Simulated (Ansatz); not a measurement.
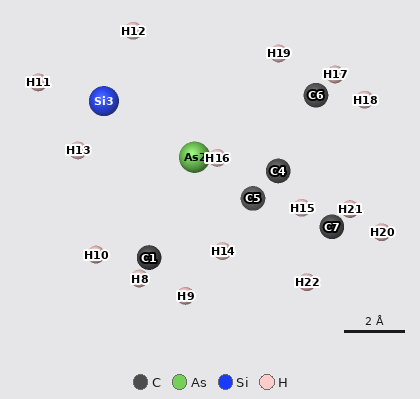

*The input geometry (ball-and-stick view, seen at a tilt; atoms are numbered from 1 in the order of the input). Sticks are drawn by distance; a stretched bond gets none, so the picture shows separate pieces.*

# Single-point calculation of C$_{5}$H$_{15}$AsSi

The run: single-point calculation of C$_{5}$H$_{15}$AsSi. Method and program: RKS wB97X/def2-mTZVP (Ansatz 0.2.0).

Some settings of this run were made unusual or wrong on purpose. The geometry comes from this level: PBE0-D4/def2-TZVP. Figures and captions count atoms from 1; the log counts them from 0 in places.

The input:
```yaml
crystal:
  periodic: [false, false, false]
  atoms:
    - {symbol: C, position_ang: [3.430561, -0.550728, -2.923378]}
    - {symbol: As, position_ang: [2.646647, -0.052077, 0.691610]}
    - {symbol: Si, position_ang: [1.819509, -4.347906, 1.555746]}
    - {symbol: C, position_ang: [-0.907133, 1.298686, 0.482322]}
    - {symbol: C, position_ang: [-2.725811, -0.403613, -0.941913]}
    - {symbol: C, position_ang: [-1.790724, 1.647331, 3.198203]}
    - {symbol: C, position_ang: [-0.724259, 3.857944, -0.822419]}
    - {symbol: H, position_ang: [1.941275, -1.548581, -3.938131]}
    - {symbol: H, position_ang: [3.750928, 1.288676, -3.794670]}
    - {symbol: H, position_ang: [5.177176, -1.637478, -3.057960]}
    - {symbol: H, position_ang: [4.285701, -5.646470, 1.932268]}
    - {symbol: H, position_ang: [0.314570, -4.609423, 3.918051]}
    - {symbol: H, position_ang: [0.453938, -5.665644, -0.525552]}
    - {symbol: H, position_ang: [-2.089508, -0.788271, -2.867472]}
    - {symbol: H, position_ang: [-4.581520, 0.510114, -1.078339]}
    - {symbol: H, position_ang: [-3.001786, -2.213343, 0.013514]}
    - {symbol: H, position_ang: [-0.517141, 2.880863, 4.257644]}
    - {symbol: H, position_ang: [-3.674195, 2.508477, 3.223459]}
    - {symbol: H, position_ang: [-1.915134, -0.154339, 4.201137]}
    - {symbol: H, position_ang: [-2.577666, 4.783301, -0.817384]}
    - {symbol: H, position_ang: [0.608610, 5.110005, 0.138805]}
    - {symbol: H, position_ang: [-0.130772, 3.675595, -2.791872]}
basis:
  gaussian: {orbitals: def2-mTZVP, fitting: {mean_field: def2-universal-jkfit}}
hamiltonian: {xc: {name: wB97X}}
output: {forces: true}
```

Hardware: 5 CPU threads, shared host.

Launched with:
```bash
ansatz run in.yaml --threads 5 --pin off --events-out ev --progress --plain --max-ram 66560MiB --backend cpu
```

What the program printed:
```
Functional definition: wB97X
  name "wB97X"
  cite "Chai & Head-Gordon, J. Chem. Phys. 128, 084106 (2008) doi:10.1063/1.2834918"
  cite "Becke, J. Chem. Phys. 107, 8554 (1997) doi:10.1063/1.475007"
  parameter omega = 0.3/bohr
  parameter cx = 0.157706
  parameter cx1 = 0.726479
  parameter cx2 = 1.04760
  parameter cx3 = -5.70635
  parameter cx4 = 13.2794
  parameter css1 = -4.33879
  parameter css2 = 18.2308
  parameter css3 = -31.7430
  parameter css4 = 17.2901
  parameter cos1 = 2.37031
  parameter cos2 = -11.3995
  parameter cos3 = 6.58405
  parameter cos4 = -3.78132
  # The coefficients of nought are those of the uniform gas.
  exchange = spin_sum(e_x_unif_sr(omega)*poly(b97_u_x, 1 - cx, cx1, cx2, cx3, cx4)) + cx*exact_x_sr(omega)
      + exact_x_lr(omega)
  correlation = spin_sum(e_c_pw_same_spin*poly(b97_u_same, 1, css1, css2, css3, css4))
      + integral(e_c_pw_opposite_spin*poly(b97_u_opposite, 1, cos1, cos2, cos3, cos4))
1039 factors; integrals over basis functions are off by at most 1.2e0 eV
1039 factors; integrals over basis functions are off by at most 3.1e-5 eV
mean field evaluation 1: about -74033.5488 eV, gradient 5.7e1 eV
mean field evaluation 2: about -73825.7994 eV, gradient 2.2e2 eV
mean field evaluation 4: about -73948.6610 eV, gradient 1.2e2 eV
mean field evaluation 8: about -74064.8867 eV, gradient 5.2e0 eV
mean field evaluation 16: about -74065.5291 eV, gradient 3.2e-4 eV
mean field evaluation 32: about -74064.4273 eV, gradient 1.0e1 eV
mean field -74065.52914976 eV, -2721.8579928348 hartree, gradient 7.1e-6 eV, S^2 0.000000; 6 other end points of the search recorded, 0 dependent functions left out
the calculation of the forces begins
reference -74065.52906366 eV, -2721.8579896706 hartree; 46, 46 occupied and 152, 152 virtual orbitals, 1039 factors
Total energy: -74065.52906366 eV, -2721.8579896706 hartree
Atom 0 at     3.430561    -0.550728    -2.923378 Å, force     0.672715    -0.187612    -1.864966 eV/Å
Atom 1 at     2.646647    -0.052077     0.691610 Å, force    -0.297776    -0.418642    -1.316943 eV/Å
Atom 2 at     1.819509    -4.347906     1.555746 Å, force    -0.087317    -1.728154     0.397858 eV/Å
Atom 3 at    -0.907133     1.298686     0.482322 Å, force    -1.109830     0.964317     0.002563 eV/Å
Atom 4 at    -2.725811    -0.403613    -0.941913 Å, force    -1.323093    -1.159012    -1.068908 eV/Å
Atom 5 at    -1.790724     1.647331     3.198203 Å, force    -0.561356     0.290485     1.700884 eV/Å
Atom 6 at    -0.724259     3.857944    -0.822419 Å, force    -0.009637     1.525025    -0.749887 eV/Å
Atom 7 at     1.941275    -1.548581    -3.938131 Å, force     2.494653     1.670307     1.664203 eV/Å
Atom 8 at     3.750928     1.288676    -3.794670 Å, force    -0.542651    -3.090186     1.404693 eV/Å
Atom 9 at     5.177176    -1.637478    -3.057960 Å, force    -2.910104     1.798591     0.172800 eV/Å
Atom 10 at     4.285701    -5.646470     1.932268 Å, force    -1.811642     0.973437    -0.276576 eV/Å
Atom 11 at     0.314570    -4.609423     3.918051 Å, force     1.029248     0.221864    -1.606708 eV/Å
Atom 12 at     0.453938    -5.665644    -0.525552 Å, force     0.931910     0.933376     1.395343 eV/Å
Atom 13 at    -2.089508    -0.788271    -2.867472 Å, force    -1.042533     0.635702     3.188583 eV/Å
Atom 14 at    -4.581520     0.510114    -1.078339 Å, force     3.034236    -1.467268     0.230100 eV/Å
Atom 15 at    -3.001786    -2.213343     0.013514 Å, force     0.474307     2.939298    -1.532218 eV/Å
Atom 16 at    -0.517141     2.880863     4.257644 Å, force    -2.121549    -2.052201    -1.754040 eV/Å
Atom 17 at    -3.674195     2.508477     3.223459 Å, force     3.101126    -1.411794    -0.047926 eV/Å
Atom 18 at    -1.915134    -0.154339     4.201137 Å, force     0.216343     2.954808    -1.661211 eV/Å
Atom 19 at    -2.577666     4.783301    -0.817384 Å, force     3.075108    -1.549758     0.005486 eV/Å
Atom 20 at     0.608610     5.110005     0.138805 Å, force    -2.228135    -2.116379    -1.599225 eV/Å
Atom 21 at    -0.130772     3.675595    -2.791872 Å, force    -0.984024     0.273796     3.316095 eV/Å
Dipole moment:     0.432958     0.403971     0.091691 e Å
```

What the run reported:

```tsv
quantity	value
outcome	converged
total energy	−74065.5291 eV
SCF solution under orbital rotations	stable
largest force (length of the vector)	3.470 eV/Å
dipole moment	2.88 D
wall time	38 s (CPU time 2.2 min)
peak memory	1.1 GiB
```

This input holds a deliberate fault: the coordinates are scaled as if typed in the wrong unit. The run converged all the same; its numbers are those of the faulty input and shouldn't be used.
